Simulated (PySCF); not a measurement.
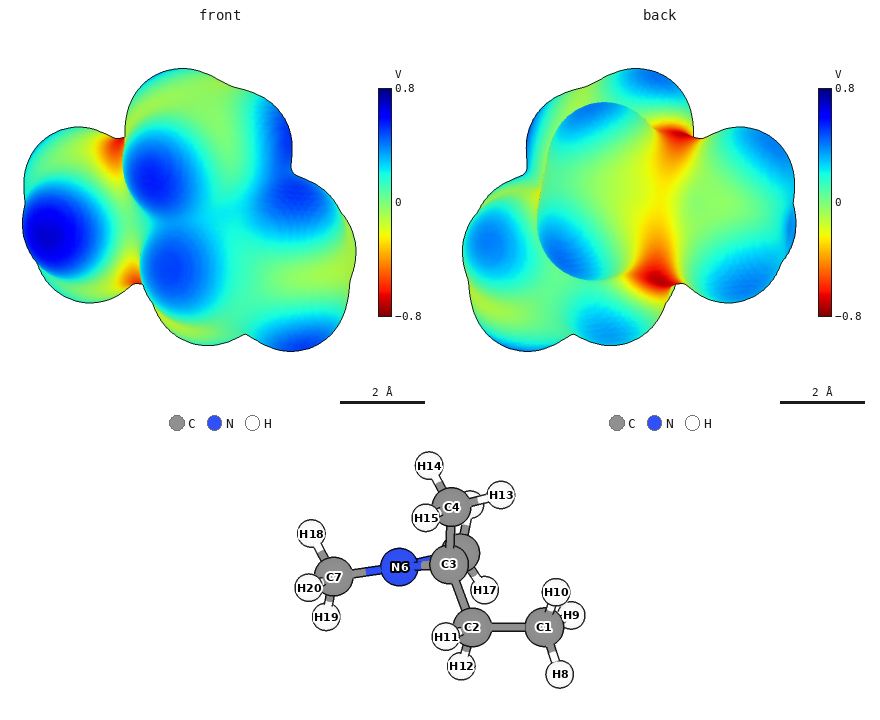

The picture shows: C6H13N. The molecular electrostatic potential painted on the density surface at 0.002 e/bohr³, seen from the front and from behind; red is negative and blue positive. The bare structure is drawn below in the same view.

Geometry: GFN2-xTB.

Computed with PBE0/pcSseg-1, SCF density, in a dichloromethane solvent model, non-relativistic (PySCF 2.14.0).

Input file:

```
{"job": {"kind": "nmr", "xc": "PBE0", "basis": "pcSseg-1", "solvent": "dichloromethane", "pop": false}, "charge": 0, "multiplicity": 1}
C      2.309373    -0.807704    -0.287863
C      0.909057    -0.964503     0.296781
C      0.019610     0.245031     0.027330
C      0.435063     1.512723     0.756333
C     -0.621728     0.372037    -1.331651
N     -1.347861     0.021672    -0.181172
C     -2.615845    -0.316495     0.337796
H      2.879735    -1.723986    -0.151994
H      2.252592    -0.590765    -1.352083
H      2.846125     0.001373     0.200510
H      0.978233    -1.123888     1.375862
H      0.430380    -1.843730    -0.139186
H      1.393074     1.872111     0.388363
H     -0.309730     2.289365     0.602937
H      0.521762     1.321536     1.824354
H     -0.765066     1.364869    -1.759118
H     -0.433043    -0.395353    -2.083188
H     -3.345764     0.497275     0.208194
H     -3.026688    -1.220156    -0.137131
H     -2.509280    -0.511413     1.404926
```

Launched as:

```sh
OMP_NUM_THREADS=1 python ens_run.py task.json out
```

> Which sites attract a positive test charge, and which a negative one?

A positive charge is drawn to the negative regions and a negative charge to the positive ones. The most negative region (about −0.7 V, or −16 kcal/mol for a unit charge) lies over N6, the most positive (about +0.7 V, or +16 kcal/mol for a unit charge) over H20.

> How polar is the molecule by this calculation?

Its dipole moment is 0.40 D.
